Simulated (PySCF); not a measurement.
```yaml
atoms:
  - { symbol: C, position_ang: [-3.2170, -0.1183, -0.4930] }
  - { symbol: C, position_ang: [-2.1107, -0.4167, -0.1502] }
  - { symbol: C, position_ang: [-0.7614, -0.7482, 0.2695] }
  - { symbol: C, position_ang: [-0.0521, 0.4747, 0.7658] }
  - { symbol: C, position_ang: [1.1663, 0.8565, 0.4168] }
  - { symbol: C, position_ang: [2.0406, 0.1117, -0.5475] }
  - { symbol: F, position_ang: [3.2413, 0.7233, -0.6738] }
  - { symbol: F, position_ang: [2.3090, -1.1553, -0.1198] }
  - { symbol: H, position_ang: [-4.1903, 0.1259, -0.7980] }
  - { symbol: H, position_ang: [-0.8210, -1.4762, 1.0866] }
  - { symbol: H, position_ang: [-0.2251, -1.2176, -0.5579] }
  - { symbol: H, position_ang: [-0.6113, 1.0737, 1.4716] }
  - { symbol: H, position_ang: [1.6231, 1.7414, 0.8326] }
  - { symbol: H, position_ang: [1.6080, 0.0248, -1.5598] }
```

Geometry: GFN2-xTB.

These are results of PBE0/def2-SVPD, SCF density, gas phase (PySCF 2.14.0), not measurements.

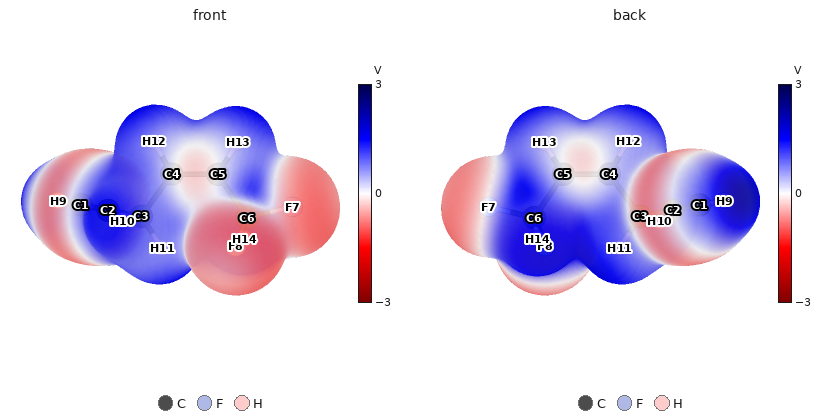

C₆H₆F₂ (SMILES C#CC/C=C\C(F)F). The electrostatic potential painted on the density surface at 0.004 e/bohr³, seen from the front and from behind; the colour scale runs from red (negative) to blue (positive).

Describe the electrostatic potential map.

Answer. The most negative region (about −0.9 V, or −21 kcal/mol for a unit charge) lies over F7 and F8, the most positive (about +2.1 V, or +48 kcal/mol for a unit charge) over H9.

How polar is the molecule by this calculation?

Answer. Its dipole moment is 2.01 D.
